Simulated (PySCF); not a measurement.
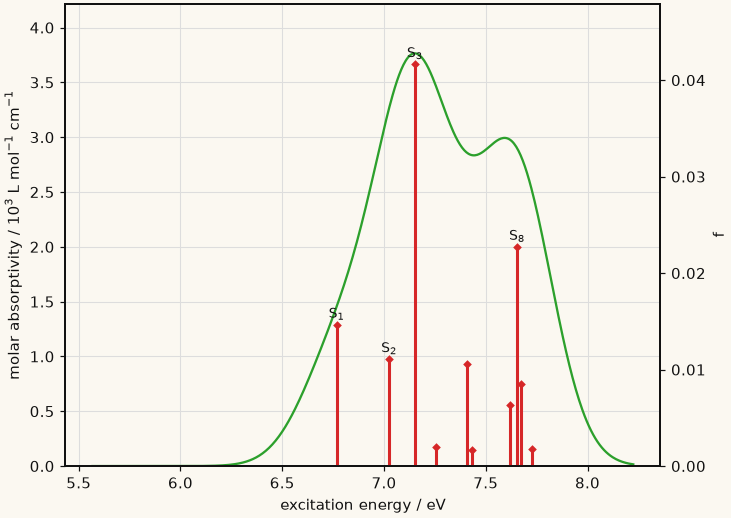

Vertical TDDFT excitations, B3LYP/def2-SVPD in PySCF, at a PBE0-D3(BJ)/def2-SVP geometry (no frequency check), gas phase. Only the first 10 singlet excitations are included; each is broadened by a Gaussian of 1/e half-width 0.25 eV. Sticks give oscillator strengths (right axis).

Whose absorption spectrum is this?
A. C₇H₁₅NOSi, SMILES C=CC[C@@H]1CO[Si@H](NC)C1
B. C₄H₁₂O₂Si₂, SMILES [SiH3]C[SiH]1OCCCO1
C. C₄H₁₂AlF₂N, SMILES C[N+](C)(C)[AlH2-][CH](F)F, singlet

B. Its lowest singlet lies at 6.77 eV (f = 0.015) and the brightest of those computed is S3 at 7.15 eV (173 nm), f = 0.042, mainly HOMO → LUMO+1 (76 %).

Known limits of this run: states above the negative HOMO energy depend on the basis; one conformer of a flexible molecule; core orbitals are frozen in the response.
